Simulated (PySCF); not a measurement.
**Ir2N2: forces at shaken geometries**

Aim: move all atoms of relaxed Ir2N2 at random and read energies and forces. The species was built from a template and needn't be a known compound.

Method: PBE0, Ir def2-SVP with ECP60, N def2-SVP; scalar-relativistic core potentials, no spin–orbit coupling; program: PySCF 2.14.0.

3 further runs of the same task are left out: 2 for a known fault of the program, 1 that didn't finish.

### Step 1. The system as given

4 atoms, charge 0, spin multiplicity 3.

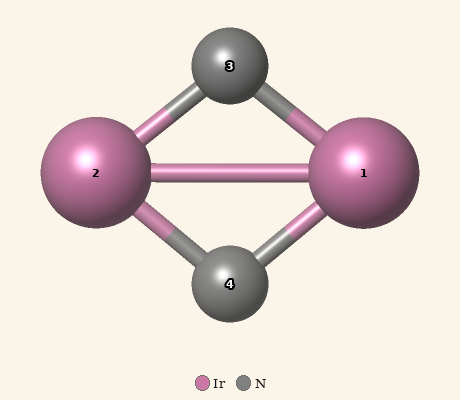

The geometry (iridium pink, nitrogen grey); atoms are numbered from 1 in the order of the file.

Geometry (Å):

```
atom     x (Å)    y (Å)     z (Å)
 Ir1  -0.10466  0.00000   1.40723
 Ir2  -0.10466  0.00000  -1.40723
  N3   1.02445  0.00000   0.00000
  N4  -1.27884  0.00000   0.00000
```

Formal oxidation states: Ir +3. An earlier session relaxed this geometry at PBE0, Ir def2-SVP with ECP60, N def2-SVP (triplet, point group C2v).

Its energy there is -317.820867 Eh.

### Step 2. Atoms moved at random, σ = 0.1 Å

File run.py (the lines that set the calculation):

```python
mol = gto.M(atom='''
Ir    -0.14722    -0.02242     1.30063
Ir    -0.11036    -0.07345    -1.29467
N      0.94701     0.04956     0.03749
N     -1.15314     0.04631    -0.04345''',
    basis={'Ir': 'def2-SVP', 'N': 'def2-SVP'},
    ecp={'Ir': 'def2-SVP'},
    charge=0, spin=2)
mf = dft.UKS(mol, xc='PBE0')
mf.grids.atom_grid = (50, 194)
mf = mf.density_fit()  # fitting sets: Ir def2-universal-JKFIT, N def2-universal-JKFIT
mf.conv_tol = 1e-08; mf.max_cycle = 55
mf.kernel(dm0)  # dm0: the density of the relaxed state
```

On the command line:

```
$ OMP_NUM_THREADS=2 python run.py
```

Output:

```text
init E= -317.947097958328
  HOMO = -0.17324736349  LUMO = -0.0989874876427  gap/eV = 2.02071
cycle= 1 E= -317.740862790186  delta_E= 0.206  |g|= 0.0803  |ddm|= 0.545
  HOMO = -0.188306404656  LUMO = -0.106641179046  gap/eV = 2.22222
cycle= 2 E= -317.742432355983  delta_E= -0.00157  |g|= 0.0839  |ddm|= 0.202
  HOMO = -0.18551183188  LUMO = -0.105260679442  gap/eV = 2.18375
cycle= 3 E= -317.743562104831  delta_E= -0.00113  |g|= 0.0622  |ddm|= 0.114
  HOMO = -0.186698977844  LUMO = -0.106175845555  gap/eV = 2.19115
cycle= 4 E= -317.744713314127  delta_E= -0.00115  |g|= 0.0379  |ddm|= 0.0883
  HOMO = -0.188225978547  LUMO = -0.107125848019  gap/eV = 2.20685
cycle= 5 E= -317.745314046785  delta_E= -0.000601  |g|= 0.0202  |ddm|= 0.0523
  HOMO = -0.188695350272  LUMO = -0.107248952381  gap/eV = 2.21627
cycle= 6 E= -317.745559324633  delta_E= -0.000245  |g|= 0.0061  |ddm|= 0.0246
  HOMO = -0.188300119679  LUMO = -0.106729487805  gap/eV = 2.21965
cycle= 7 E= -317.745758499334  delta_E= -0.000199  |g|= 0.00635  |ddm|= 0.051
  HOMO = -0.18896201515  LUMO = -0.107234247132  gap/eV = 2.22393
cycle= 8 E= -317.74587891772  delta_E= -0.00012  |g|= 0.00426  |ddm|= 0.0388
  HOMO = -0.189198749284  LUMO = -0.107268967498  gap/eV = 2.22942
cycle= 9 E= -317.745961160167  delta_E= -8.22e-05  |g|= 0.00287  |ddm|= 0.0425
  HOMO = -0.189020653386  LUMO = -0.107097880848  gap/eV = 2.22923
cycle= 10 E= -317.745982187368  delta_E= -2.1e-05  |g|= 0.00216  |ddm|= 0.0178
  HOMO = -0.189016376889  LUMO = -0.107073052273  gap/eV = 2.22979
cycle= 11 E= -317.745996170013  delta_E= -1.4e-05  |g|= 0.000855  |ddm|= 0.0188
  HOMO = -0.188866261218  LUMO = -0.10695336497  gap/eV = 2.22896
cycle= 12 E= -317.746000492478  delta_E= -4.32e-06  |g|= 0.000378  |ddm|= 0.0122
  HOMO = -0.188908735723  LUMO = -0.106954107202  gap/eV = 2.23010
cycle= 13 E= -317.746001280949  delta_E= -7.88e-07  |g|= 0.000202  |ddm|= 0.0048
  HOMO = -0.18889812514  LUMO = -0.106924144677  gap/eV = 2.23063
cycle= 14 E= -317.746001484017  delta_E= -2.03e-07  |g|= 0.000154  |ddm|= 0.0022
  HOMO = -0.18890389856  LUMO = -0.106914227978  gap/eV = 2.23105
cycle= 15 E= -317.746001533311  delta_E= -4.93e-08  |g|= 0.000279  |ddm|= 0.00277
  HOMO = -0.188902139922  LUMO = -0.106914895385  gap/eV = 2.23099
cycle= 16 E= -317.746001581479  delta_E= -4.82e-08  |g|= 0.000117  |ddm|= 0.000645
  HOMO = -0.188898718333  LUMO = -0.106918622537  gap/eV = 2.23079
cycle= 17 E= -317.746001585941  delta_E= -4.46e-09  |g|= 7.72e-05  |ddm|= 0.000956
  HOMO = -0.188901387814  LUMO = -0.106919556281  gap/eV = 2.23084
Extra cycle  E= -317.746001573869  delta_E= 1.21e-08  |g|= 0.000229  |ddm|= 0.000372
converged SCF energy = -317.746001573869  <S^2> = 2.0155047  2S+1 = 3.0103187
```

It took 4.9 s on 2 threads of Arm Neoverse V1, shared host.

It gives: E = -317.746002 Eh (+2.037 eV from the relaxed state), HOMO -5.14 eV, LUMO -2.91 eV (over both spins), ⟨S²⟩ = 2.016, Mulliken charge on Ir1 +0.33 e, largest force component 13.138 eV/Å. 

| atom | Fx | Fy | Fz (eV/Å) |
| --- | --- | --- | --- |
| Ir1 | -0.654 | 0.028 | 12.308 |
| Ir2 | 2.133 | -0.539 | -13.138 |
| N3 | 8.056 | 0.165 | -0.742 |
| N4 | -9.535 | 0.346 | 1.572 |

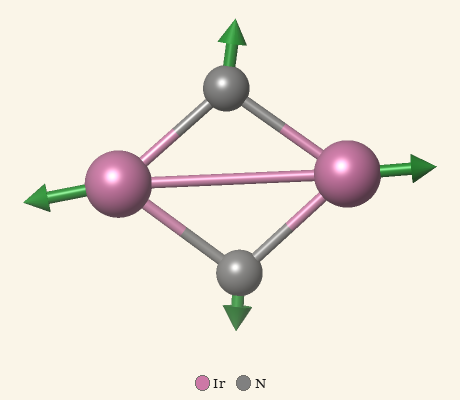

Forces as arrows, the longest for the largest force.

### Step 3. Atoms moved at random, σ = 0.1 Å

run.py (the lines that set the calculation): that of step 2 with these lines changed.

```diff
@@ -1,6 +1,6 @@
 mol = gto.M(atom='''
-Ir    -0.14722    -0.02242     1.30063
-Ir    -0.11036    -0.07345    -1.29467
-N      0.94701     0.04956     0.03749
-N     -1.15314     0.04631    -0.04345''',
+Ir    -0.08110    -0.11688     1.40004
+Ir    -0.30852     0.08961    -1.41703
+N      1.15204    -0.07607     0.11199
+N     -1.22613     0.10334    -0.09500''',
     basis={'Ir': 'def2-SVP', 'N': 'def2-SVP'},
```

On the command line:

```
$ OMP_NUM_THREADS=2 python run.py
```

Output:

```text
init E= -317.758679479946
  HOMO = -0.229062598338  LUMO = -0.16071073185  gap/eV = 1.85995
cycle= 1 E= -317.759392148084  delta_E= -0.000713  |g|= 0.192  |ddm|= 0.805
  HOMO = -0.176824798626  LUMO = -0.111765664907  gap/eV = 1.77035
cycle= 2 E= -317.690910452669  delta_E= 0.0685  |g|= 0.463  |ddm|= 0.546
  HOMO = -0.192736374352  LUMO = -0.120277276406  gap/eV = 1.97171
cycle= 3 E= -317.752033143379  delta_E= -0.0611  |g|= 0.265  |ddm|= 0.532
  HOMO = -0.204832073204  LUMO = -0.126612622757  gap/eV = 2.12846
cycle= 4 E= -317.776729840292  delta_E= -0.0247  |g|= 0.119  |ddm|= 0.288
  HOMO = -0.203291625394  LUMO = -0.126894231051  gap/eV = 2.07888
cycle= 5 E= -317.783392687741  delta_E= -0.00666  |g|= 0.0298  |ddm|= 0.127
  HOMO = -0.202881455888  LUMO = -0.124238355325  gap/eV = 2.13999
cycle= 6 E= -317.785052810237  delta_E= -0.00166  |g|= 0.0279  |ddm|= 0.114
  HOMO = -0.206314645108  LUMO = -0.125482843188  gap/eV = 2.19955
cycle= 7 E= -317.786497729693  delta_E= -0.00144  |g|= 0.0173  |ddm|= 0.103
  HOMO = -0.207774890978  LUMO = -0.125386710575  gap/eV = 2.24190
cycle= 8 E= -317.787137285393  delta_E= -0.00064  |g|= 0.016  |ddm|= 0.0689
  HOMO = -0.209270178449  LUMO = -0.124704896685  gap/eV = 2.30114
cycle= 9 E= -317.787932902757  delta_E= -0.000796  |g|= 0.00495  |ddm|= 0.107
  HOMO = -0.209566334014  LUMO = -0.124543272138  gap/eV = 2.31360
cycle= 10 E= -317.78822185768  delta_E= -0.000289  |g|= 0.00292  |ddm|= 0.0716
  HOMO = -0.209554491356  LUMO = -0.12421988376  gap/eV = 2.32207
cycle= 11 E= -317.788328350491  delta_E= -0.000106  |g|= 0.00224  |ddm|= 0.0451
  HOMO = -0.209942828061  LUMO = -0.124173579951  gap/eV = 2.33390
cycle= 12 E= -317.788360024298  delta_E= -3.17e-05  |g|= 0.00158  |ddm|= 0.0209
  HOMO = -0.210107582083  LUMO = -0.124158640622  gap/eV = 2.33879
cycle= 13 E= -317.788387432655  delta_E= -2.74e-05  |g|= 0.00105  |ddm|= 0.0248
  HOMO = -0.210131933662  LUMO = -0.124104845149  gap/eV = 2.34092
cycle= 14 E= -317.788400509967  delta_E= -1.31e-05  |g|= 0.0006  |ddm|= 0.0212
  HOMO = -0.21016658171  LUMO = -0.12415771179  gap/eV = 2.34042
cycle= 15 E= -317.788402809745  delta_E= -2.3e-06  |g|= 0.000732  |ddm|= 0.0073
  HOMO = -0.210335884877  LUMO = -0.124173125384  gap/eV = 2.34461
cycle= 16 E= -317.788404512652  delta_E= -1.7e-06  |g|= 0.000439  |ddm|= 0.0105
  HOMO = -0.21027991483  LUMO = -0.124180242837  gap/eV = 2.34289
cycle= 17 E= -317.788404730872  delta_E= -2.18e-07  |g|= 0.000267  |ddm|= 0.00171
  HOMO = -0.210275758105  LUMO = -0.1241891907  gap/eV = 2.34253
cycle= 18 E= -317.788404799119  delta_E= -6.82e-08  |g|= 0.000126  |ddm|= 0.00115
  HOMO = -0.210271554411  LUMO = -0.124191881812  gap/eV = 2.34235
cycle= 19 E= -317.788404826284  delta_E= -2.72e-08  |g|= 6.19e-05  |ddm|= 0.000737
  HOMO = -0.210267560512  LUMO = -0.124188853904  gap/eV = 2.34232
cycle= 20 E= -317.788404830385  delta_E= -4.1e-09  |g|= 4.99e-05  |ddm|= 0.000216
  HOMO = -0.21027492271  LUMO = -0.124192054784  gap/eV = 2.34243
Extra cycle  E= -317.788404821766  delta_E= 8.62e-09  |g|= 0.000168  |ddm|= 0.000252
converged SCF energy = -317.788404821766  <S^2> = 2.0534896  2S+1 = 3.0354503
```

Run time: 5.1 s. Hardware: 2 threads of Arm Neoverse V1, shared host.

Result: E = -317.788405 Eh (+0.883 eV from the relaxed state), HOMO -5.72 eV, LUMO -3.38 eV (over both spins), ⟨S²⟩ = 2.053, Mulliken charge on Ir1 +0.29 e, largest force component 6.107 eV/Å. 

```
atom      Fx      Fy  Fz (eV/Å)
 Ir1  -0.641   0.133      0.234
 Ir2   4.928  -0.052     -4.863
  N3  -1.302   0.079     -1.478
  N4  -2.985  -0.159      6.107
```

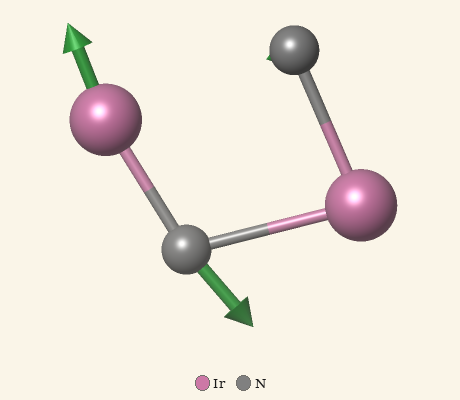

Forces as arrows, the longest for the largest force.

### Step 4. Atoms moved at random, σ = 0.03 Å

run.py (the lines that set the calculation): that of step 3 with these lines changed.

```diff
@@ -1,6 +1,6 @@
 mol = gto.M(atom='''
-Ir    -0.08110    -0.11688     1.40004
-Ir    -0.30852     0.08961    -1.41703
-N      1.15204    -0.07607     0.11199
-N     -1.22613     0.10334    -0.09500''',
+Ir    -0.07088    -0.01493     1.43429
+Ir    -0.14272     0.01998    -1.42859
+N      1.02546     0.05845    -0.00210
+N     -1.27557    -0.06350    -0.00360''',
     basis={'Ir': 'def2-SVP', 'N': 'def2-SVP'},
```

On the command line:

```
$ OMP_NUM_THREADS=2 python run.py
```

Output:

```text
init E= -317.795937534754
  HOMO = -0.208875224649  LUMO = -0.129805912651  gap/eV = 2.15159
cycle= 1 E= -317.818313080865  delta_E= -0.0224  |g|= 0.0332  |ddm|= 0.196
  HOMO = -0.201285975572  LUMO = -0.122338268782  gap/eV = 2.14828
cycle= 2 E= -317.814735047062  delta_E= 0.00358  |g|=  0.1  |ddm|= 0.116
  HOMO = -0.202674882284  LUMO = -0.123601928464  gap/eV = 2.15168
cycle= 3 E= -317.818056009964  delta_E= -0.00332  |g|= 0.0493  |ddm|= 0.115
  HOMO = -0.204168691636  LUMO = -0.124716866242  gap/eV = 2.16199
cycle= 4 E= -317.818977210579  delta_E= -0.000921  |g|= 0.0208  |ddm|= 0.0518
  HOMO = -0.204223263925  LUMO = -0.124689338908  gap/eV = 2.16423
cycle= 5 E= -317.819160356965  delta_E= -0.000183  |g|= 0.00575  |ddm|= 0.0194
  HOMO = -0.203649328854  LUMO = -0.124231984654  gap/eV = 2.16106
cycle= 6 E= -317.819186023234  delta_E= -2.57e-05  |g|= 0.00255  |ddm|= 0.0112
  HOMO = -0.20396992106  LUMO = -0.124442367717  gap/eV = 2.16405
cycle= 7 E= -317.819192600904  delta_E= -6.58e-06  |g|= 0.00296  |ddm|= 0.00851
  HOMO = -0.203987884693  LUMO = -0.124475738833  gap/eV = 2.16364
cycle= 8 E= -317.81919841841  delta_E= -5.82e-06  |g|= 0.000978  |ddm|= 0.00454
  HOMO = -0.203936846876  LUMO = -0.124409825716  gap/eV = 2.16404
cycle= 9 E= -317.819201269501  delta_E= -2.85e-06  |g|= 0.000431  |ddm|= 0.00537
  HOMO = -0.203950190158  LUMO = -0.124406945747  gap/eV = 2.16448
cycle= 10 E= -317.819202951444  delta_E= -1.68e-06  |g|= 0.000189  |ddm|= 0.00641
  HOMO = -0.203964940718  LUMO = -0.124418270927  gap/eV = 2.16458
cycle= 11 E= -317.819203288086  delta_E= -3.37e-07  |g|= 0.000119  |ddm|= 0.00277
  HOMO = -0.203960362503  LUMO = -0.124411890754  gap/eV = 2.16462
cycle= 12 E= -317.819203365812  delta_E= -7.77e-08  |g|= 8.31e-05  |ddm|= 0.00105
  HOMO = -0.2039583055  LUMO = -0.124408018423  gap/eV = 2.16467
cycle= 13 E= -317.81920342189  delta_E= -5.61e-08  |g|= 5.74e-05  |ddm|= 0.00117
  HOMO = -0.203958635294  LUMO = -0.124407544747  gap/eV = 2.16470
cycle= 14 E= -317.819203433466  delta_E= -1.16e-08  |g|= 0.000111  |ddm|= 0.00059
  HOMO = -0.203960062889  LUMO = -0.124408948857  gap/eV = 2.16470
cycle= 15 E= -317.819203441673  delta_E= -8.21e-09  |g|= 3.94e-05  |ddm|= 0.000175
  HOMO = -0.203958070045  LUMO = -0.124406592973  gap/eV = 2.16471
Extra cycle  E= -317.819203434018  delta_E= 7.66e-09  |g|= 0.000164  |ddm|= 0.000224
converged SCF energy = -317.819203434018  <S^2> = 2.0355284  2S+1 = 3.0235928
```

It took 4.6 s on 2 threads of Arm Neoverse V1, shared host.

Result: E = -317.819203 Eh (+0.045 eV from the relaxed state), HOMO -5.55 eV, LUMO -3.39 eV (over both spins), ⟨S²⟩ = 2.036, Mulliken charge on Ir1 +0.32 e, largest force component 1.391 eV/Å. 

```
atom      Fx      Fy  Fz (eV/Å)
 Ir1  -0.210  -0.015     -1.391
 Ir2   0.455  -0.007      1.166
  N3  -0.615  -0.005     -0.266
  N4   0.370   0.026      0.491
```

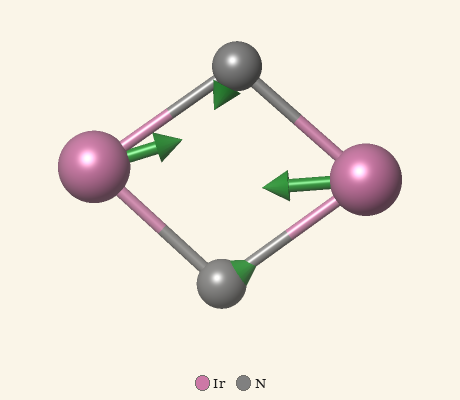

Forces as arrows, the longest for the largest force.

### Step 5. The displacements side by side

| σ (Å) | energy rise (eV) | harmonic estimate −½ F·u (eV) | largest force component (eV/Å) |
| --- | --- | --- | --- |
| 0.1 | 2.037 | 2.315 | 13.14 |
| 0.1 | 0.883 | 1.043 | 6.11 |
| 0.03 | 0.045 | 0.045 | 1.39 |

Every displacement raises the energy. For a harmonic well the rise equals −½ F·u; the two differ by at most 18 % here (a move with σ = 0.1 Å), from anharmonicity, the grid and the small forces left at the relaxed point. The bases are small and lack diffuse functions. Spin–orbit coupling is left out for this open shell, where it can reorder the states. Open shells may have lower solutions than the one found.
